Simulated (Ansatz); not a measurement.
# BrCl2HSi + HCl: a complex and its separated parts, part 2 of 2

Ansatz 0.2.0, Gaussian basis.

### Step 13. CAM-B3LYP-D4/def2-TZVPP

The inputs:

parta/in.yaml

```yaml
crystal:
  periodic: [false, false, false]
  atoms:
    - {symbol: Si, position_ang: [-1.005688, 0.485987, -0.375576]}
    - {symbol: Cl, position_ang: [-0.881138, -1.228125, -1.457533]}
    - {symbol: Cl, position_ang: [-1.405914, 0.032851, 1.563191]}
    - {symbol: H, position_ang: [-2.088774, 1.322147, -0.912796]}
    - {symbol: Br, position_ang: [0.891627, 1.583619, -0.504150]}
basis:
  gaussian: {orbitals: def2-TZVPP}
hamiltonian: {xc: {name: CAM-B3LYP}, dispersion: d4}
```

partb/in.yaml

```yaml
crystal:
  periodic: [false, false, false]
  atoms:
    - {symbol: Cl, position_ang: [2.377429, -1.666700, 1.104461]}
    - {symbol: H, position_ang: [2.112461, -0.529682, 0.582501]}
basis:
  gaussian: {orbitals: def2-TZVPP}
hamiltonian: {xc: {name: CAM-B3LYP}, dispersion: d4}
```

One command serves all of them, each in its own folder.

Run with:

```sh
> ansatz run in.yaml --threads 8 --pin off --events-out ev --progress --plain --max-ram 19148MiB
```

Output in parta (excerpt; [...] marks lines left out):

```text
Functional definition: CAM-B3LYP
  name "CAM-B3LYP"
  cite "Yanai, Tew & Handy, Chem. Phys. Lett. 393, 51 (2004) doi:10.1016/j.cplett.2004.06.011"
  cite "Iikura, Tsuneda, Yanai & Hirao, J. Chem. Phys. 115, 3540 (2001) doi:10.1063/1.1383587"
  cite "Becke, Phys. Rev. A 38, 3098 (1988) doi:10.1103/PhysRevA.38.3098"
  cite "Lee, Yang & Parr, Phys. Rev. B 37, 785 (1988) doi:10.1103/PhysRevB.37.785"
[...]
1389 factors; their error is unknown
234 factors; integrals over basis functions are off by at most 2.6e-5 eV
[...]
mean field -102995.03182846 eV, -3784.9976071558 hartree, gradient 5.2e-5 eV, S^2 0.000000; 0 other end points of the search recorded, 0 dependent functions left out
reference -102995.03195645 eV, -3784.9976118595 hartree; 42, 42 occupied and 146, 146 virtual orbitals, 1389 factors
Total energy: -102995.20937688 eV, -3785.0041319401 hartree
```

partb printed (excerpt; [...] marks lines left out):

```text
[... 6 set-up lines as earlier in the session ...]
[...]
  # Exact exchange under (alpha + beta erf(omega r))/r, Becke's under what is left of 1/r.
[...]
372 factors; their error is unknown
66 factors; integrals over basis functions are off by at most 7.5e-5 eV
[...]
mean field -12539.88294014 eV, -460.8321982121 hartree, gradient 2.6e-5 eV, S^2 0.000000; 0 other end points of the search recorded, 0 dependent functions left out
reference -12539.88301441 eV, -460.8322009417 hartree; 9, 9 occupied and 47, 47 virtual orbitals, 372 factors
Total energy: -12539.88749603 eV, -460.8323656383 hartree
```

Wall times: 1.2 s (parta), 0.15 s (partb) on 8 threads of Arm Neoverse V2, shared host.

### Step 14. wB97X-V/def2-TZVPP

Each input of step 13 (parta, partb) changes in the same lines:

```diff
-hamiltonian: {xc: {name: CAM-B3LYP}, dispersion: d4}
+hamiltonian: {xc: {name: wB97X-V}}
```

The same command starts each run, in its folder.

Run with:

```sh
> ansatz run in.yaml --threads 8 --pin off --events-out ev --progress --plain --max-ram 19148MiB
```

Log of parta (excerpt; [...] marks lines left out):

```text
Functional definition: wB97X-V
  name "wB97X-V"
  cite "Mardirossian & Head-Gordon, Phys. Chem. Chem. Phys. 16, 9904 (2014) doi:10.1039/C3CP54374A"
[... 2 set-up lines as earlier in the session ...]
[...]
      + integral(e_c_pw_opposite_spin*poly(b97_u_opposite, cos0, cos1)) + vv10(b, c)
1383 factors; their error is unknown
205 factors; integrals over basis functions are off by at most 4.7e-5 eV
[...]
mean field -102979.39571107 eV, -3784.4229904404 hartree, gradient 4.6e-5 eV, S^2 0.000000; 0 other end points of the search recorded, 0 dependent functions left out
reference -102979.39570941 eV, -3784.4229903795 hartree; 42, 42 occupied and 146, 146 virtual orbitals, 1383 factors
Total energy: -102979.39570941 eV, -3784.4229903795 hartree
```

Log of partb (excerpt; [...] marks lines left out):

```text
[... 5 set-up lines as earlier in the session ...]
[...]
      + integral(e_c_pw_opposite_spin*poly(b97_u_opposite, cos0, cos1)) + vv10(b, c)
369 factors; their error is unknown
62 factors; integrals over basis functions are off by at most 9.0e-5 eV
[...]
mean field -12537.61272893 eV, -460.7487694890 hartree, gradient 5.7e-5 eV, S^2 0.000000; 0 other end points of the search recorded, 0 dependent functions left out
reference -12537.61272798 eV, -460.7487694541 hartree; 9, 9 occupied and 47, 47 virtual orbitals, 369 factors
Total energy: -12537.61272798 eV, -460.7487694541 hartree
```

They took 2.6 s (parta), 0.25 s (partb) on 8 threads of Arm Neoverse V2, shared host; peak memory 0.61 GiB.

### Step 15. wB97M-V/def2-TZVPP

The same edit goes into each in.yaml of step 14 (parta, partb):

```diff
-hamiltonian: {xc: {name: wB97X-V}}
+hamiltonian: {xc: {name: wB97M-V}}
```

Each run has its own folder and the same command.

Run with:

```sh
> ansatz run in.yaml --threads 8 --pin off --events-out ev --progress --plain --max-ram 19148MiB
```

Output in parta (excerpt; [...] marks lines left out):

```text
Functional definition: wB97M-V
  name "wB97M-V"
  cite "Mardirossian & Head-Gordon, J. Chem. Phys. 144, 214110 (2016) doi:10.1063/1.4952647"
[... 2 set-up lines as earlier in the session ...]
  # Of w^i u^j: cxij and so on, Table III.
[...]
  gx(w, u) = 1 - cx + cx01*u + cx10*w
[...]
1378 factors; their error is unknown
205 factors; integrals over basis functions are off by at most 4.7e-5 eV
[...]
mean field -102985.20318256 eV, -3784.6364110811 hartree, gradient 4.9e-5 eV, S^2 0.000000; 0 other end points of the search recorded, 0 dependent functions left out
reference -102985.20322266 eV, -3784.6364125549 hartree; 42, 42 occupied and 146, 146 virtual orbitals, 1378 factors
Total energy: -102985.20322266 eV, -3784.6364125549 hartree
```

Log of partb (excerpt; [...] marks lines left out):

```text
[... 5 set-up lines as earlier in the session ...]
  # Of w^i u^j: cxij and so on, Table III.
[...]
  gx(w, u) = 1 - cx + cx01*u + cx10*w
[...]
      + integral(e_c_pw_mod_opposite_spin*gos(b97_w_opposite, b97_u_opposite)) + vv10(b, c)
369 factors; their error is unknown
62 factors; integrals over basis functions are off by at most 9.0e-5 eV
[...]
mean field -12538.73838962 eV, -460.7901367563 hartree, gradient 5.7e-5 eV, S^2 0.000000; 0 other end points of the search recorded, 0 dependent functions left out
reference -12538.73841266 eV, -460.7901376032 hartree; 9, 9 occupied and 47, 47 virtual orbitals, 369 factors
Total energy: -12538.73841266 eV, -460.7901376032 hartree
```

They took 3.2 s (parta), 0.25 s (partb) on 8 threads of Arm Neoverse V2, shared host; peak memory 0.63 GiB.

### Step 16. B2PLYP/def2-TZVPP

Each input of step 15 (parta, partb) changes in the same lines:

```diff
-hamiltonian: {xc: {name: wB97M-V}}
+hamiltonian: {xc: {name: B2PLYP}}
```

One command serves all of them, each in its own folder.

Run with:

```sh
> ansatz run in.yaml --threads 8 --pin off --events-out ev --progress --plain --max-ram 19148MiB
```

Output in parta (excerpt; [...] marks lines left out):

```text
Functional definition: B2PLYP
  name "B2PLYP"
  cite "Grimme, J. Chem. Phys. 124, 034108 (2006) doi:10.1063/1.2148954"
[... 2 set-up lines as earlier in the session ...]
[...]
1151 factors; integrals over basis functions are off by at most 1.0e-3 eV
[...]
mean field -102963.21053577 eV, -3783.8281962189 hartree, gradient 7.4e-6 eV, S^2 0.000000; 0 other end points of the search recorded, 0 dependent functions left out
24 core orbitals not correlated: weight in the atoms' cores, before any rotation towards them, 1.000 or more for the frozen orbitals, at most 0.000 for the correlated occupied ones
reference -102963.21070378 eV, -3783.8282023929 hartree; 18, 18 occupied and 146, 146 virtual orbitals, 1151 factors
second order -25.20743997 eV of doubles, -0.00000000 eV of singles
Total energy: -102970.01671257 eV, -3784.0783186028 hartree
```

Output in partb (excerpt; [...] marks lines left out):

```text
[... 5 set-up lines as earlier in the session ...]
[...]
322 factors; integrals over basis functions are off by at most 1.4e-3 eV
[...]
mean field -12534.13735769 eV, -460.6210519517 hartree, gradient 9.7e-6 eV, S^2 0.000000; 0 other end points of the search recorded, 0 dependent functions left out
5 core orbitals not correlated: weight in the atoms' cores, before any rotation towards them, 1.000 or more for the frozen orbitals, at most 0.000 for the correlated occupied ones
reference -12534.13745445 eV, -460.6210555074 hartree; 4, 4 occupied and 47, 47 virtual orbitals, 322 factors
second order -6.68492713 eV of doubles, -0.00000000 eV of singles
Total energy: -12535.94238477 eV, -460.6873854735 hartree
```

They took 1.6 s (parta), 0.15 s (partb) on 8 threads of Arm Neoverse V2, shared host.

### Step 17. PBE-QIDH/def2-TZVPP

The same edit goes into each in.yaml of step 16 (parta, partb):

```diff
-hamiltonian: {xc: {name: B2PLYP}}
+hamiltonian: {xc: {name: PBE-QIDH}}
```

Each run has its own folder and the same command.

Run with:

```sh
> ansatz run in.yaml --threads 8 --pin off --events-out ev --progress --plain --max-ram 19148MiB
```

Log of parta (excerpt; [...] marks lines left out):

```text
Functional definition: PBE-QIDH
  name "PBE-QIDH"
  cite "Brémond, Sancho-García, Pérez-Jiménez & Adamo, J. Chem. Phys. 141, 031101 (2014) doi:10.1063/1.4890314"
[... 1 set-up line as earlier in the session ...]
[...]
1151 factors; integrals over basis functions are off by at most 1.0e-3 eV
[...]
mean field -102948.16837431 eV, -3783.2754069812 hartree, gradient 6.0e-6 eV, S^2 0.000000; 0 other end points of the search recorded, 0 dependent functions left out
24 core orbitals not correlated: weight in the atoms' cores, before any rotation towards them, 1.000 or more for the frozen orbitals, at most 0.000 for the correlated occupied ones
reference -102948.16838573 eV, -3783.2754074008 hartree; 18, 18 occupied and 146, 146 virtual orbitals, 1151 factors
second order -23.47851932 eV of doubles, -0.00000000 eV of singles
Total energy: -102955.99455884 eV, -3783.5630139576 hartree
```

partb printed (excerpt; [...] marks lines left out):

```text
[... 4 set-up lines as earlier in the session ...]
[...]
322 factors; integrals over basis functions are off by at most 1.4e-3 eV
[...]
mean field -12531.03295916 eV, -460.5069674098 hartree, gradient 2.4e-6 eV, S^2 0.000000; 0 other end points of the search recorded, 0 dependent functions left out
5 core orbitals not correlated: weight in the atoms' cores, before any rotation towards them, 1.000 or more for the frozen orbitals, at most 0.000 for the correlated occupied ones
reference -12531.03296553 eV, -460.5069676439 hartree; 4, 4 occupied and 47, 47 virtual orbitals, 322 factors
second order -6.22515602 eV of doubles, -0.00000000 eV of singles
Total energy: -12533.10801753 eV, -460.5832243986 hartree
```

Wall times: 1.8 s (parta), 0.15 s (partb) on 8 threads of Arm Neoverse V2, shared host.

### Step 18. RPA on PBE/def2-TZVPP

Each input of step 17 (parta, partb) changes in the same lines:

```diff
-hamiltonian: {xc: {name: PBE-QIDH}}
+hamiltonian: {xc: pbe}
+correlation: {method: rpa}
```

The same command starts each run, in its folder.

Run with:

```sh
> ansatz run in.yaml --threads 8 --pin off --events-out ev --progress --plain --max-ram 19148MiB
```

Output in parta (excerpt; [...] marks lines left out):

```text
[... 4 set-up lines as earlier in the session ...]
[...]
1151 factors; integrals over basis functions are off by at most 1.0e-3 eV
[...]
mean field -102965.89279086 eV, -3783.9267672752 hartree, gradient 5.6e-6 eV, S^2 0.000000; 0 other end points of the search recorded, 0 dependent functions left out
24 core orbitals not correlated: weight in the atoms' cores, before any rotation towards them, 1.000 or more for the frozen orbitals, at most 0.000 for the correlated occupied ones
reference -102888.17122841 eV, -3781.0705525366 hartree; 18, 18 occupied and 146, 146 virtual orbitals, 1151 factors
Total energy: -102921.47161066 eV, -3782.2943190127 hartree
```

partb printed (excerpt; [...] marks lines left out):

```text
[... 4 set-up lines as earlier in the session ...]
[...]
322 factors; integrals over basis functions are off by at most 1.4e-3 eV
[...]
mean field -12534.30962293 eV, -460.6273825824 hartree, gradient 3.3e-6 eV, S^2 0.000000; 0 other end points of the search recorded, 0 dependent functions left out
5 core orbitals not correlated: weight in the atoms' cores, before any rotation towards them, 1.000 or more for the frozen orbitals, at most 0.000 for the correlated occupied ones
reference -12519.65924012 eV, -460.0889909447 hartree; 4, 4 occupied and 47, 47 virtual orbitals, 322 factors
Total energy: -12529.02201057 eV, -460.4330664124 hartree
```

Wall times: 1.4 s (parta), 0.15 s (partb) on 8 threads of Arm Neoverse V2, shared host.

### Step 19. CCSD(T)/def2-TZVPP

The same edit goes into each in.yaml of step 18 (parta, partb):

```diff
-hamiltonian: {xc: pbe}
-correlation: {method: rpa}
+correlation: {method: ccsd_t}
```

One command serves all of them, each in its own folder.

Run with:

```sh
> ansatz run in.yaml --threads 8 --pin off --events-out ev --progress --plain --max-ram 19148MiB
```

Output in parta (excerpt; [...] marks lines left out):

```text
Functional definition: HF
  name "HF"
  cite "Fock, Z. Phys. 61, 126 (1930) doi:10.1007/BF01340294"
[... 1 set-up line as earlier in the session ...]
[...]
1151 factors; integrals over basis functions are off by at most 1.0e-3 eV
[...]
mean field -102889.66759393 eV, -3781.1255429553 hartree, gradient 4.2e-6 eV, S^2 0.000000; 0 other end points of the search recorded, 0 dependent functions left out
24 core orbitals not correlated: weight in the atoms' cores, before any rotation towards them, 1.000 or more for the frozen orbitals, at most 0.000 for the correlated occupied ones
reference -102889.66759393 eV, -3781.1255429553 hartree; 18, 18 occupied and 146, 146 virtual orbitals, 1151 factors
second order -20.88418959 eV of doubles, -0.00000000 eV of singles
cycle   1  -21.49218917 eV  change   -6.1e-1 eV  update   8.6e-2
[...]
cycle   8  -22.00862618 eV  change   -3.5e-5 eV  update   2.2e-5
perturbative correction -0.89117896 eV, -0.0327502228 hartree
Total energy: -102912.56739907 eV, -3781.9670952722 hartree
```

Log of partb (excerpt; [...] marks lines left out):

```text
[... 4 set-up lines as earlier in the session ...]
[...]
322 factors; integrals over basis functions are off by at most 1.4e-3 eV
[...]
mean field -12519.93378800 eV, -460.0990803932 hartree, gradient 2.9e-6 eV, S^2 0.000000; 0 other end points of the search recorded, 0 dependent functions left out
5 core orbitals not correlated: weight in the atoms' cores, before any rotation towards them, 1.000 or more for the frozen orbitals, at most 0.000 for the correlated occupied ones
reference -12519.93378800 eV, -460.0990803932 hartree; 4, 4 occupied and 47, 47 virtual orbitals, 322 factors
second order -5.53925977 eV of doubles, -0.00000000 eV of singles
cycle   1  -5.96028496 eV  change   -4.2e-1 eV  update   3.9e-2
[...]
cycle   7  -6.10182770 eV  change   -5.7e-6 eV  update   7.9e-6
perturbative correction -0.21572350 eV, -0.0079276923 hartree
Total energy: -12526.25133920 eV, -460.3312461175 hartree
```

Wall times: 21 s (parta), 0.2 s (partb) on 8 threads of Arm Neoverse V2, shared host; peak memory 1.9 GiB.

### Step 20. Vibrations of BrCl2HSi

The input, vib-parta/in.yaml:

```yaml
crystal:
  periodic: [false, false, false]
  atoms:
    - {symbol: Si, position_ang: [-1.005688, 0.485987, -0.375576]}
    - {symbol: Cl, position_ang: [-0.881138, -1.228125, -1.457533]}
    - {symbol: Cl, position_ang: [-1.405914, 0.032851, 1.563191]}
    - {symbol: H, position_ang: [-2.088774, 1.322147, -0.912796]}
    - {symbol: Br, position_ang: [0.891627, 1.583619, -0.504150]}
basis:
  gaussian: {orbitals: def2-TZVP}
hamiltonian: {xc: pbe0, dispersion: d4}
phonons: {temperatures: {t_min: 298.15, t_max: 900, t_step: 200}}
```

Run with:

```sh
> ansatz run in.yaml --threads 8 --pin off --events-out ev --progress --plain --max-ram 19148MiB
```

Standard output (excerpt; [...] marks lines left out):

```text
[... 5 set-up lines as earlier in the session ...]
[...]
1261 factors; their error is unknown
[...]
mean field -102971.14157359 eV, -3784.1196564828 hartree, gradient 8.8e-6 eV, S^2 0.000000; 0 other end points of the search recorded, 0 dependent functions left out
[...]
Atom 2 at    -1.405914     0.032851     1.563191 Å, force    -0.000343     0.000089     0.001110 eV/Å
Atom 3 at    -2.088774     1.322147    -0.912796 Å, force    -0.000721    -0.000009    -0.000097 eV/Å
Atom 4 at     0.891627     1.583619    -0.504150 Å, force     0.001369     0.000590    -0.000020 eV/Å
Dipole moment:    -0.106808     0.093144    -0.057438 e Å
Vibrations: 141.99 154.08 226.11 421.59 555.49 601.63 783.77 793.67 2302.09 cm⁻¹, zero-point energy 0.370739 eV
```

It took 31 s on 8 threads of Arm Neoverse V2, shared host.

The modes, with what each moves most:

| mode | wavenumber (cm⁻¹) | character |
| --- | --- | --- |
| 1 | 142 | bend |
| 2 | 154 | bend |
| 3 | 226 | bend |
| 4 | 422 | Si–Br stretch |
| 5 | 555 | Si–Cl stretch |
| 6 | 602 | Si–Cl stretch |
| 7 | 784 | bend |
| 8 | 794 | bend |
| 9 | 2302 | Si–H stretch |

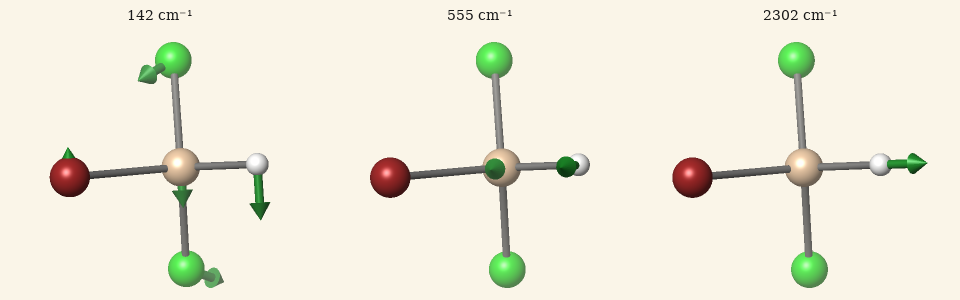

How the atoms move in 3 of the modes.

Vibrational sums (real modes only):

| T (K) | entropy (J/mol/K) | heat capacity (J/mol/K) |
| --- | --- | --- |
| 298 | 40.2 | 44.1 |
| 498 | 66.2 | 56.5 |
| 698 | 86.3 | 62.3 |
| 898 | 102.4 | 65.8 |

### Step 21. Vibrations of HCl

The input, vib-partb/in.yaml:

```yaml
crystal:
  periodic: [false, false, false]
  atoms:
    - {symbol: Cl, position_ang: [2.377429, -1.666700, 1.104461]}
    - {symbol: H, position_ang: [2.112461, -0.529682, 0.582501]}
basis:
  gaussian: {orbitals: def2-TZVP}
hamiltonian: {xc: pbe0, dispersion: d4}
phonons: {temperatures: {t_min: 298.15, t_max: 900, t_step: 200}}
```

Run with:

```sh
> ansatz run in.yaml --threads 8 --pin off --events-out ev --progress --plain --max-ram 19148MiB
```

Standard output (excerpt; [...] marks lines left out):

```text
[... 5 set-up lines as earlier in the session ...]
[...]
312 factors; their error is unknown
[...]
mean field -12535.31645842 eV, -460.6643831041 hartree, gradient 4.2e-5 eV, S^2 0.000000; 0 other end points of the search recorded, 0 dependent functions left out
[...]
reference -12535.31637263 eV, -460.6643799517 hartree; 9, 9 occupied and 34, 34 virtual orbitals, 312 factors
Total energy: -12535.32105165 eV, -460.6645519025 hartree
Atom 0 at     2.377429    -1.666700     1.104461 Å, force     0.000122    -0.000523     0.000240 eV/Å
Atom 1 at     2.112461    -0.529682     0.582501 Å, force    -0.000122     0.000523    -0.000240 eV/Å
Dipole moment:    -0.054411     0.233486    -0.107184 e Å
Vibrations: 2997.15 cm⁻¹, zero-point energy 0.185799 eV
```

Wall time 0.75 s (8 threads of Arm Neoverse V2, shared host).

Wavenumbers and character of the modes:

| mode | wavenumber (cm⁻¹) | character |
| --- | --- | --- |
| 1 | 2997 | Cl–H stretch |

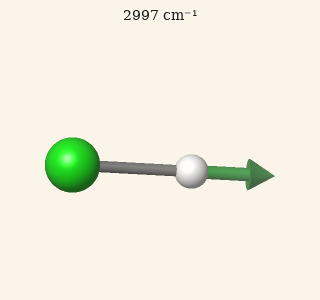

How the atoms move in 1 of the modes.

Vibrational sums (real modes only):

| T (K) | entropy (J/mol/K) | heat capacity (J/mol/K) |
| --- | --- | --- |
| 298 | 0.0 | 0.0 |
| 498 | 0.0 | 0.1 |
| 698 | 0.1 | 0.7 |
| 898 | 0.4 | 1.6 |

### Step 22. Complex less separated parts

The complex's own energies come from single points at the same levels.

Rows are in def2-TZVPP; times add the 3 runs of a level on a shared host, so small differences are noise.

Differences are taken before rounding.

| method | rung | complex less parts (kcal/mol) | from CCSD(T) (kcal/mol) | time |
| --- | --- | --- | --- | --- |
| SPW92 | LDA | -3.83 | -2.17 | 1.3 s |
| PBE-D4 | GGA | -2.97 | -1.31 | 2 s |
| BLYP-D4 | GGA | -2.84 | -1.18 | 2.1 s |
| r2SCAN-D4 | meta-GGA | -2.18 | -0.51 | 4.7 s |
| B97M-V | meta-GGA | -2.21 | -0.55 | 7.7 s |
| PBE0-D4 | hybrid | -2.55 | -0.89 | 3.7 s |
| B3LYP-D4 | hybrid | -2.64 | -0.98 | 3.2 s |
| r2SCAN0-D4 | hybrid | -2.06 | -0.40 | 5.8 s |
| BHLYP-D4 | hybrid | -2.46 | -0.80 | 3.2 s |
| CAM-B3LYP-D4 | range-separated hybrid | -2.39 | -0.73 | 3.6 s |
| wB97X-V | range-separated hybrid | -2.08 | -0.42 | 7.3 s |
| wB97M-V | range-separated hybrid | -2.15 | -0.49 | 8.9 s |
| B2PLYP | double hybrid | -0.90 | +0.76 | 4.8 s |
| PBE-QIDH | double hybrid | -1.40 | +0.27 | 5.2 s |
| RPA on PBE | RPA | -1.17 | +0.49 | 4.3 s |
| Hartree-Fock | wavefunction | 1.15 | +2.81 |  |
| MP2 | wavefunction | -2.18 | -0.52 |  |
| CCSD | wavefunction | -1.22 | +0.45 |  |
| CCSD(T) | wavefunction | -1.66 | 0 | 2 min |

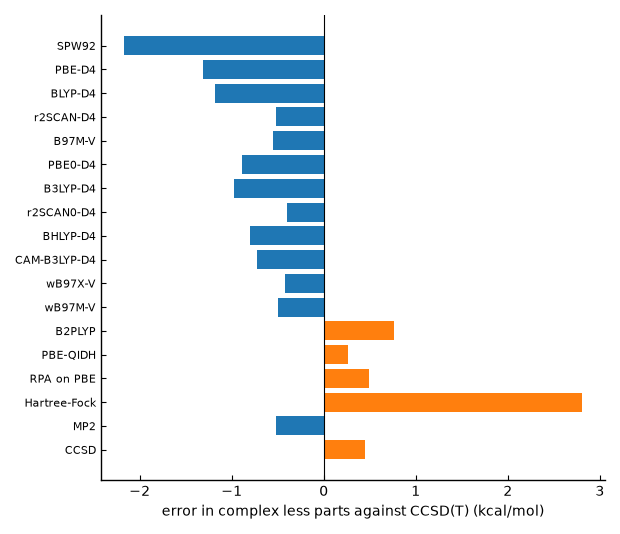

Error of each method against CCSD(T).

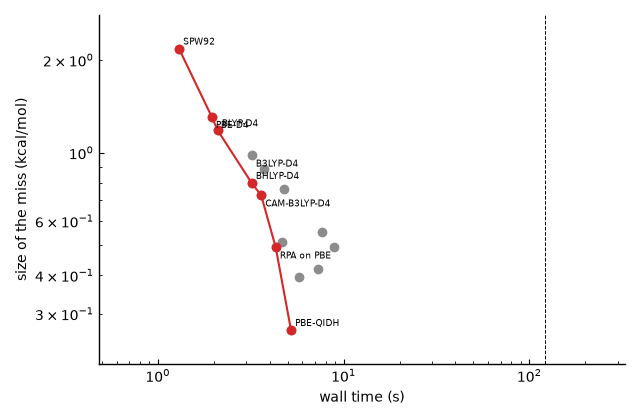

Miss against cost. Red marks the levels that no quicker level drawn beats (of those quicker than the yardstick), and the dashed line is the time of CCSD(T). Only those levels and the largest misses are named. Times are from a shared host.

PBE-QIDH reaches 0.27 kcal/mol from the reference in 5.2 s, where CCSD(T) took 2 min; the quickest level in the cost chart, SPW92, takes 1.3 s and misses by 2.17 kcal/mol.

The complex's zero-point energy, from a separate PBE0-D4 run, is 0.584 eV.

### Step 23. What came out

This closing draws on all 2 parts.

```
                              quantity           value
complex less parts, CCSD(T)/def2-TZVPP  -1.66 kcal/mol
                with zero-point energy  -1.04 kcal/mol
                 largest T1 diagnostic           0.008
```

At CCSD(T) the complex lies 1.66 kcal/mol below its parts. Among the functionals PBE-QIDH lands nearest to CCSD(T) (+0.27 kcal/mol) and SPW92 farthest (-2.17 kcal/mol). Mean unsigned error by rung: LDA 2.17, GGA 1.24, meta-GGA 0.53, hybrid 0.76, range-separated hybrid 0.55, double hybrid 0.51 kcal/mol. The double hybrids carry no dispersion term here, unlike the levels marked D4 or V. PBE-D4 gives a relative energy 1.31 kcal/mol too low, an error of 79 % of the reference. No counterpoise was applied, and triple zeta lacks some correlation, so the CCSD(T) reference has a basis error of its own, and close matches with it are partly luck.
